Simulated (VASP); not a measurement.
Band structure of SnO2 (rutile). All values below come from vdW-DF2, VASP's PBE PAW potentials (set 64) (plane waves; VASP).

Unless said otherwise, spin-orbit coupling is left out, though it shifts the bands of the heavy elements here.

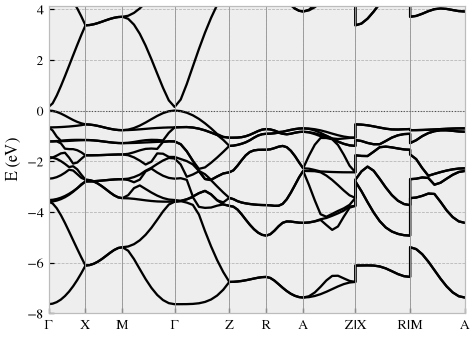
Figure. Bands along high-symmetry lines, zero at the valence-band maximum or, without a gap, the Fermi level

Q: Read the plot: is there a gap, and where are the band edges?

A: The gap is direct, 0.14 eV, from the valence maximum at Γ to the conduction minimum at Γ. (Edges off the drawn lines would not show.)

The compound is SnO2 in the rutile structure. It was relaxed first, which changed the volume by +11 %.
